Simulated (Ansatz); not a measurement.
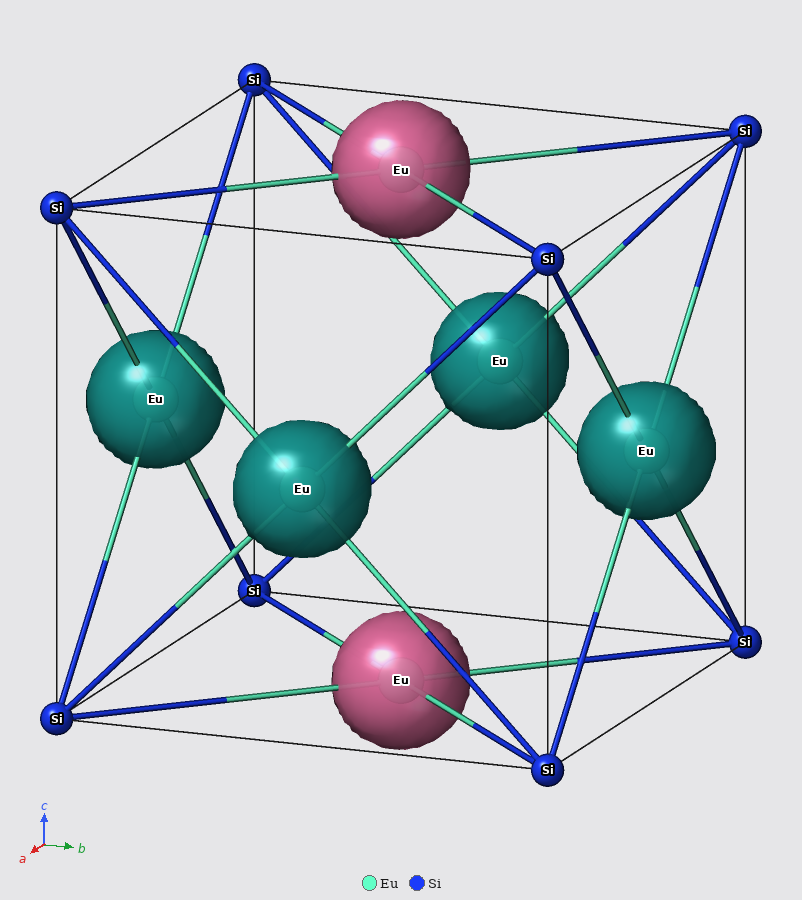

*Eu$_{3}$Si. Isosurfaces of the spin density at +1.5 (teal) and −1.5 e/Å³ (pink), seen slightly off an axis. Sticks mark near contacts.*

Space group Pm-3m; started from the antiAuCu3 prototype, which need not be the ambient phase; the SCF solution may not be the lowest one; no Hubbard U on the f states and no spin–orbit coupling; the program warned that another magnetic order may lie lower; spin-polarised.

Method: Ansatz 0.2.0, DFT PBE, scalar-relativistic, plane waves, PAW.

In a PAW calculation such maps are meaningful between the atoms, not at the nuclei.

> Where is the spin, and how is it ordered?

The spin density sits on Eu: +6.9 μB (×2) and −6.7 μB in one cell of 4 atoms, with smaller moments on other sites: Si (up to −0.06 μB): ferrimagnetic (opposed moments on unlike sites) in this solution. The cell of the calculation (4 atoms) carries 7.3 μB of net spin moment.
